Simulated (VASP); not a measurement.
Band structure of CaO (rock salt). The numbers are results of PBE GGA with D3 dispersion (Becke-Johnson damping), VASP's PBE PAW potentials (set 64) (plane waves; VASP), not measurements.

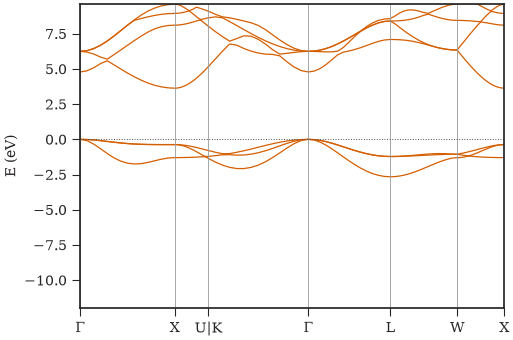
*Bands along high-symmetry lines, zero at the valence-band maximum or, without a gap, the Fermi level*

### Question
Read the plot: is there a gap, and where are the band edges?

### Answer
The gap is indirect, 3.63 eV, from the valence maximum at Γ to the conduction minimum at X. (Edges off the drawn lines would not show.)

The compound is CaO in the rock salt structure. It was relaxed first.
